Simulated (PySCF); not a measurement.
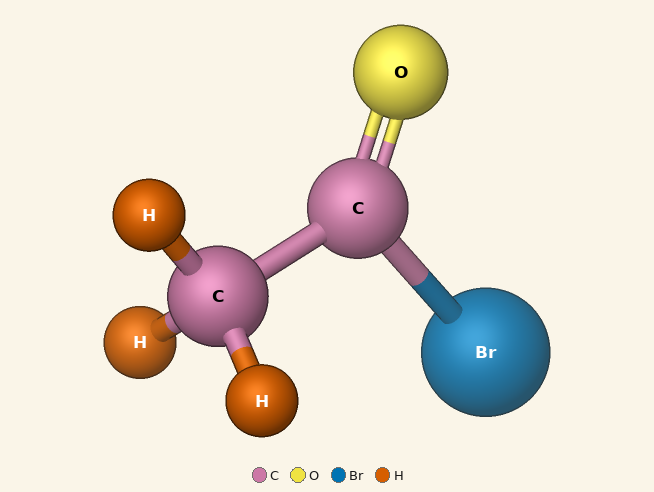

Computed geometry: GFN2-xTB optimisation. No frequency run is at hand to confirm it as a minimum.

What does the picture show?

The molecule is C₂H₃BrO. As SMILES it reads `CC(=O)Br`. It has no ring. Among its groups: C–Br bond. This geometry has Cs symmetry. Coordination: 1 C tetrahedral; 1 C trigonal planar.

The parts below concern this one geometry. Atoms keep their numbers from picture to picture.

**Shape**

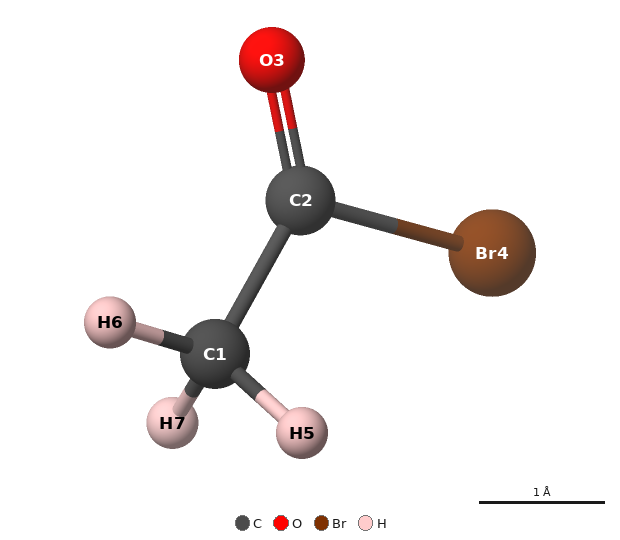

Numbered structure. No frequency run is at hand to confirm it as a minimum.

Give the bond lengths.

```csv
bond,length (Å),order
C1–C2,1.480,single
C1–H5,1.089,single
C1–H6,1.088,single
C1–H7,1.089,single
C2–O3,1.178,double
C2–Br4,1.983,single
```

**Dipole moment**

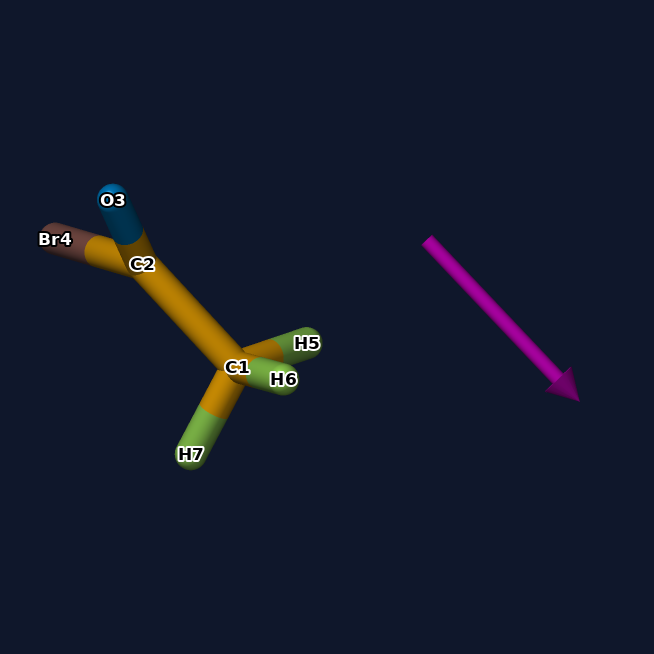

The arrow beside the molecule shows the direction of the dipole moment, from the negative to the positive end (its length means nothing). No frequency run is at hand to confirm it as a minimum. Properties computed with ωB97X-D/def2-SVPD, gas phase (PySCF 2.14.0).

**How large is the dipole moment?**

2.98 D; it points from the side of O3, Br4 to the side of H5, H6, H7 (the outermost atoms at the two ends).

**Excitation**

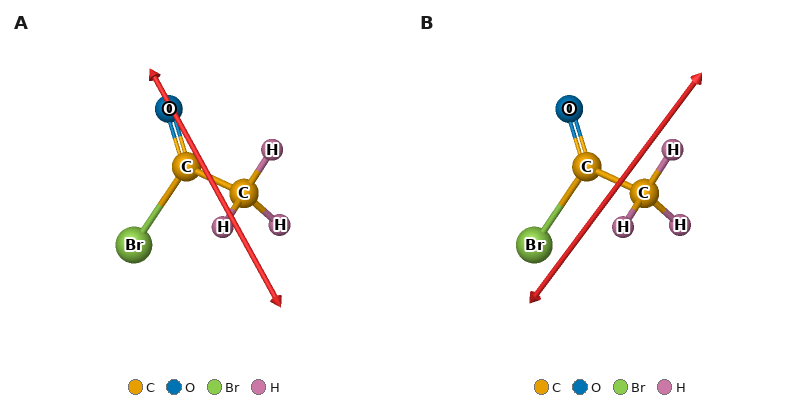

The double arrows show the directions of two transition dipoles from the ground state (lengths mean nothing). No frequency run is at hand to confirm it as a minimum. Level of theory: TDDFT ωB97X-D/def2-SVPD, vertical, gas phase, core orbitals frozen in the response (PySCF 2.14.0).

**One belongs to singlet state 6 and one to singlet state 7. Which is which?**

A: state 7, 8.07 eV (154 nm), oscillator strength 0.047, mainly HOMO → LUMO+2 (weight 0.77).
B: state 6, 7.73 eV (160 nm), oscillator strength 0.49, mainly HOMO−2 → LUMO+1 (weight 0.56).

**Polarisability**

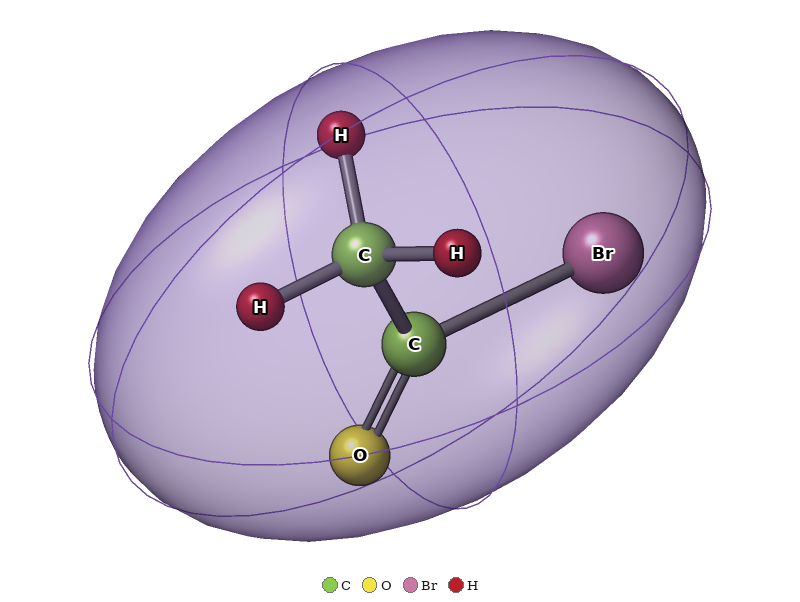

The ellipsoid shows the static dipole polarisability: its half-axes are proportional to the principal values. No frequency run is at hand to confirm it as a minimum. Level of theory: ωB97X-D/def2-SVPD (PySCF 2.14.0).

**How large and how anisotropic is the polarisability?**

Principal values 38.9, 49.3, 66.0 bohr³; mean 51.4 bohr³ (7.62 Å³); anisotropy 23.7 bohr³, so the longest axis is 1.70 times the shortest.

The geometry is semi-empirical. Around Br such bond lengths and angles can be off by a tenth of an ångström or more and by several degrees, and values that hang on the shape move with them.
